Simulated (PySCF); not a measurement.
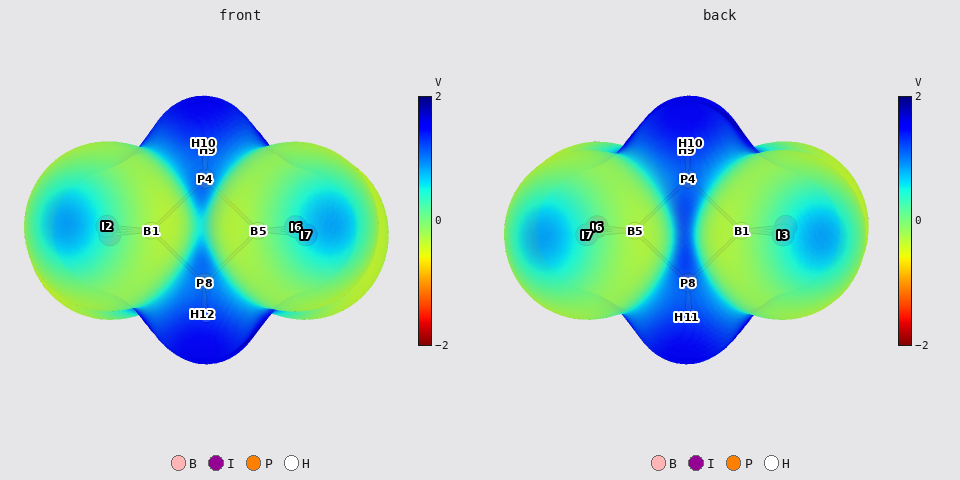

B2H4I4P2 ((I2B-mu-PH2)2). The electrostatic potential painted on the density surface at 0.002 e/bohr³, seen from the front and from behind; red is negative and blue positive.

Geometry: PBE0-D3(BJ)/def2-SVP; core potentials replace the inner electrons of I.

These are results of PySCF 2.14.0, CAM-B3LYP/def2-SVPD, SCF density, gas phase, scalar-relativistic core potentials on the heavy atoms, not measurements.

```xyz
12

B    -0.6259    0.5277   -1.1575
I    -1.0468    2.6874   -1.2816
I    -1.2240   -0.7271   -2.8654
P     1.2490    0.1838   -0.5859
B     0.6464   -0.5257    1.1721
I     1.1940    0.8223    2.8268
I     1.1175   -2.6650    1.4042
P    -1.2304   -0.2282    0.5806
H     1.9712   -0.7282   -1.3893
H     2.0895    1.3197   -0.5327
H    -2.0287   -1.3925    0.4896
H    -1.9962    0.6430    1.3900
```

Q: Where is the surface potential most negative and most positive?

A: The most negative region (about −0.4 V) lies over I2, I3, I6 and I7, the most positive (about +1.8 V) over P4 and P8. I2 shows a σ-hole: about +0.9 V at the tip opposite its bond, against about −0.2 V on its flanks. I3 shows a σ-hole: about +0.9 V at the tip opposite its bond, against about −0.2 V on its flanks. I6 shows a σ-hole: about +0.8 V at the tip opposite its bond, against about −0.2 V on its flanks. I7 shows a σ-hole: about +0.9 V at the tip opposite its bond, against about −0.2 V on its flanks.

Q: How polar is the molecule by this calculation?

A: Its dipole moment is 0.11 D.
